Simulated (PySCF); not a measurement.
# C7H12N, doublet, SMILES `[CH2]C(=C)N1CCCC1`: electronic structure

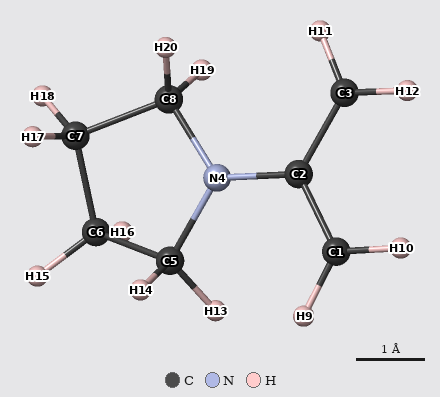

The molecule, with its atoms numbered as below. No frequency check shows the geometry to be a minimum.

Geometry (Å), atoms numbered from 1:

```
C1      -2.1843   -1.1890   -0.1462
C2      -1.4820    0.0003    0.0005
C3      -2.1843    1.1889    0.1483
N4      -0.1121   -0.0002   -0.0067
C5       0.6940   -1.1991    0.0017
C6       2.1031   -0.6970    0.3113
C7       2.1031    0.6970   -0.3097
C8       0.6940    1.1991    0.0001
H9      -1.7043   -2.1370   -0.2888
H10     -3.2565   -1.1774   -0.1194
H11     -1.7044    2.1369    0.2909
H12     -3.2565    1.1772    0.1216
H13      0.3383   -1.9105    0.7540
H14      0.6651   -1.6932   -0.9813
H15      2.8749   -1.3451   -0.0990
H16      2.2444   -0.6232    1.3903
H17      2.2442    0.6233   -1.3887
H18      2.8748    1.3452    0.1005
H19      0.6651    1.6933    0.9831
H20      0.3382    1.9105   -0.7522
```

## 1. Bonding charge

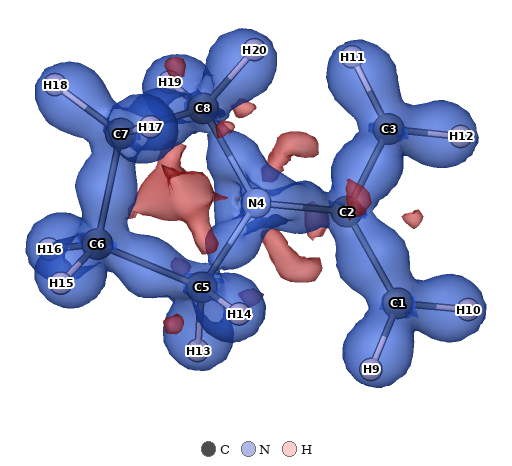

Deformation density (molecule less spherical, spin-averaged free atoms at the same positions), surfaces at ±0.15 e/Å³; blue: gain, red: loss.

Method: HF/6-31G*; geometry: GFN2-xTB; program: PySCF. The stability of the open-shell solution wasn't checked. GFN2-xTB doesn't know the spin state, so this open-shell geometry is rough.

> How much density has each bond gained at its critical point, relative to the free atoms?

The five largest and four smallest: C2–C3 and C1–C2: +0.72 e/Å³ at the bond critical point (bond length 1.39 Å, Mayer order 1.3). C8–H20 and C5–H13: +0.67 e/Å³ at the bond critical point (bond length 1.09 Å, Mayer order 0.9). C1–H9 and C3–H11: +0.67 e/Å³ at the bond critical point (bond length 1.07 Å, Mayer order 0.9). C1–H10 and C3–H12: +0.67 e/Å³ at the bond critical point (bond length 1.07 Å, Mayer order 0.9). C5–H14 and C8–H19: +0.66 e/Å³ at the bond critical point (bond length 1.10 Å, Mayer order 0.9). C7–C8 and C5–C6: +0.55 e/Å³ at the bond critical point (bond length 1.53 Å, Mayer order 1.0). C6–C7: +0.53 e/Å³ at the bond critical point (bond length 1.53 Å, Mayer order 1.0). C2–N4: +0.42 e/Å³ at the bond critical point (bond length 1.37 Å, Mayer order 1.0). N4–C5 and N4–C8: +0.29 e/Å³ at the bond critical point (bond length 1.45 Å, Mayer order 0.9). In all, 4.2 electrons gather in the regions of gain relative to the promolecule.

## 2. Bond critical points

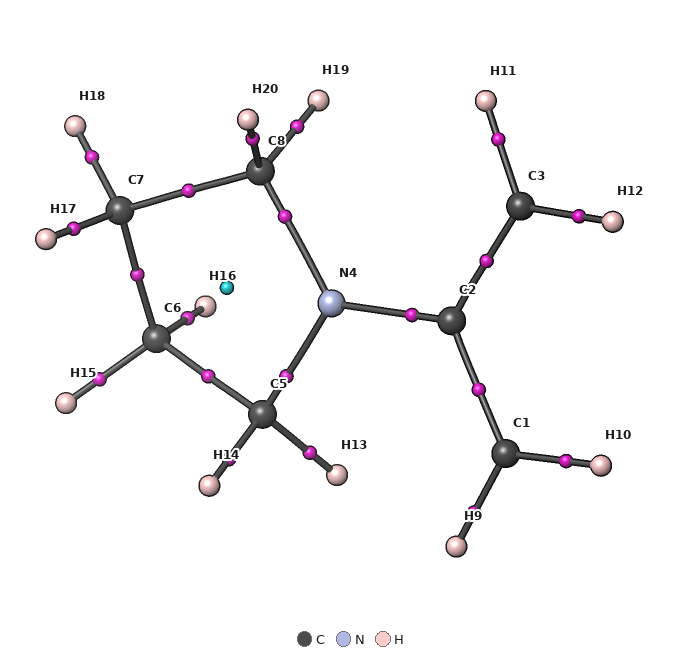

Molecular graph of the electron density (QTAIM): bond paths, bond critical points (magenta), ring points (cyan, if any); weak paths are dashed.

> How many critical points of each kind are there, and does the count close?

20 nuclei, 20 bond, 1 ring and 0 cage critical points: 20 − 20 + 1 − 0 = 1, as the Poincaré–Hopf relation requires.

> Tabulate density, Laplacian, ellipticity and energy density at the bond critical points (atomic units).

```csv
bond,length (Å),ρ (a.u.),∇²ρ (a.u.),ε,H (a.u.)
C2–C3 (2 alike),1.389,0.324,−1.00,0.28,−0.347
C2–N4,1.370,0.315,−0.73,0.04,−0.519
C1–H9 (2 alike),1.072,0.285,−1.04,0.04,−0.300
C1–H10 (2 alike),1.073,0.285,−1.04,0.04,−0.299
C8–H20 (2 alike),1.095,0.280,−0.99,0.02,−0.283
C6–H15 (2 alike),1.088,0.278,−0.98,0.00,−0.283
C7–H17 (2 alike),1.091,0.278,−0.97,0.01,−0.281
C5–H14 (2 alike),1.101,0.276,−0.96,0.03,−0.275
N4–C5 (2 alike),1.445,0.275,−0.82,0.03,−0.410
C7–C8 (2 alike),1.528,0.259,−0.70,0.02,−0.225
C6–C7,1.526,0.256,−0.67,0.00,−0.220
```

> What kind of interaction is C7–C8?

Shared-shell (covalent): ρ = 0.259, ∇²ρ = −0.70, H = −0.225 a.u.

## 3. Local ionisation energy

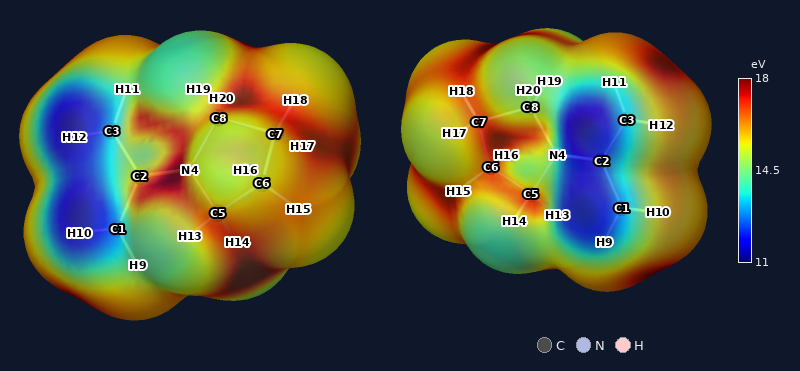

Average local ionisation energy on the surface of electron density 0.001 a.u. (back view left, front view right).

> Locate the minima of the map.

The lowest value is 11.3 eV, over C1, off the plane of its three bonds (2.0 Å), and at like points elsewhere. Further minima include 13.9 eV, 1.4 Å from H19, and at like points elsewhere. For comparison, the highest occupied orbital lies at −7.5 eV.

## 4. Spin density

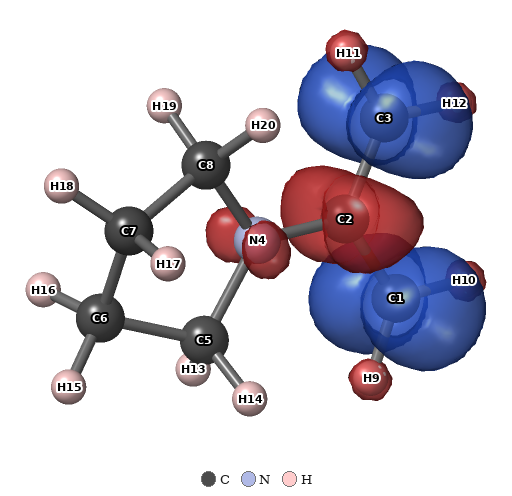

Spin density ρα − ρβ at ±0.05 e/Å³ (blue: excess α, red: excess β).

> Give the atomic spin populations that go with this picture.

Hirshfeld spin populations: C1 and C3 +0.58. Spin polarisation leaves negative spin on C2 (−0.17) and N4 (−0.06). ⟨S²⟩ = 0.94, against 0.75 for a pure state. The picture also shows regions of β spin from spin polarisation; the Hirshfeld sums, whose atoms overlap, net them against the α spin of neighbours.

## 5. Removing or adding an electron

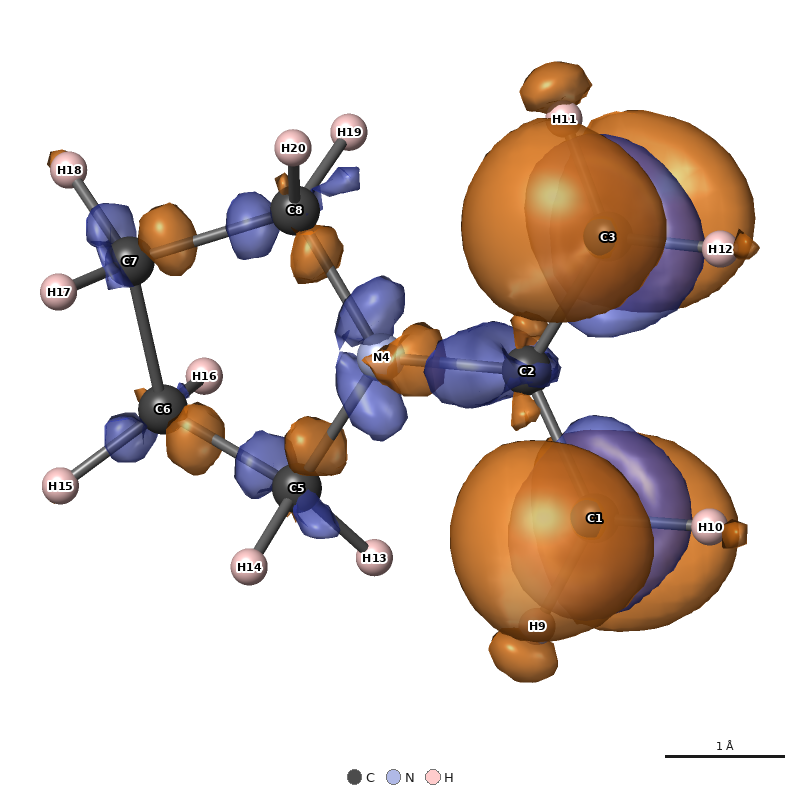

Fukui function f⁺ = ρ(N+1) − ρ(N) at fixed geometry, surfaces at ±0.02 e/Å³ (orange positive, blue negative).

Computed with PySCF, PBE0/6-31+G*, geometry: GFN2-xTB. GFN2-xTB doesn't know the spin state, so this open-shell geometry is rough.

> Which atoms respond most to the addition of an electron?

f⁺ (Hirshfeld-condensed) is largest on C1 and C3 (0.24 each); the vertical electron affinity is 0.05 eV (to the singlet anion, which needn't be its lowest state; the anion's highest orbital has positive energy, so this value and f⁺ depend on the basis). Condensed values hint at sites of nucleophilic attack but needn't mark the atom that reacts. Orbital relaxation makes it negative in places (0.24 e in all).

| atom | f⁺ | charge |
| --- | --- | --- |
| C1 | +0.24 | −0.12 |
| C2 | +0.06 | +0.01 |
| C3 | +0.24 | −0.12 |
| N4 | 0.00 | −0.09 |
| C5 | +0.01 | −0.01 |
| C6 | +0.01 | −0.06 |
| C7 | +0.01 | −0.06 |
| C8 | +0.01 | −0.01 |
| H9 | +0.07 | +0.04 |
| H10 | +0.06 | +0.04 |
| H11 | +0.07 | +0.04 |
| H12 | +0.06 | +0.04 |
| H13 | +0.01 | +0.04 |
| H14 | +0.02 | +0.03 |
| H15 | +0.02 | +0.04 |
| H16 | +0.01 | +0.04 |
| H17 | +0.01 | +0.04 |
| H18 | +0.02 | +0.04 |
| H19 | +0.02 | +0.03 |
| H20 | +0.01 | +0.04 |

The PySCF runs shown took 12 s and 4.1 min on 1 thread of AMD EPYC (Zen 3) (shared host).
